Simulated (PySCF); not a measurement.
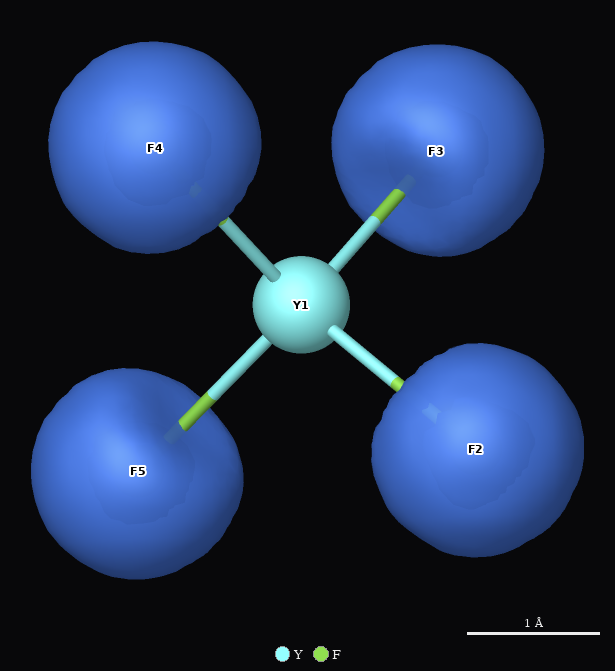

*F4Y (charge −1). Isosurface of the electron localisation function at 0.75 (blue), seen at a tilt. Only the valence region is drawn (cores and ρ < 0.01 e/Å³ removed).*

Core potentials replace the inner electrons of Y.

The calculation used RKS PBE0, Y def2-SVP with ECP28, F def2-SVP; non-relativistic Hamiltonian with scalar-relativistic core potentials where named; density fitting in PySCF 2.14.0.

```xyz
5

Y     0.0000    0.0000    0.0000
F     1.1844    1.1844    1.1844
F    -1.1844   -1.1844    1.1844
F     1.1844   -1.1844   -1.1844
F    -1.1844    1.1844   -1.1844
```

Where are the electrons localised?

Answer. At this value the surface marks out four regions wrapped around F (the valence shell of each).

Values along the shortest contacts:
Y–F (2.05 Å): the ELF is about 0.20 at the midpoint (a largely ionic contact).
